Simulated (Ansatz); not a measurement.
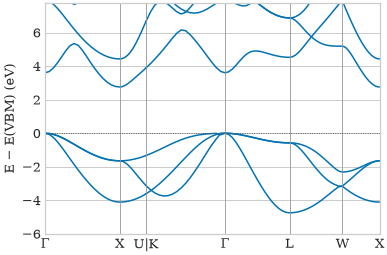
Band structure from DFT-PBE in the program Ansatz with PAW potentials

Task: Read off the gap and where the band edges lie.

Result: About 2.8 eV (2.76 eV by a search for the band edges); maximum at Γ, minimum at X.

The material is MgS (rock salt, space group No. 225).

Space group Fm-3m (rock salt). The cell was relaxed with PBE under the symmetry of its start; phonons on a q-mesh show no instability.

Potentials: the later of the program's two PAW sets.
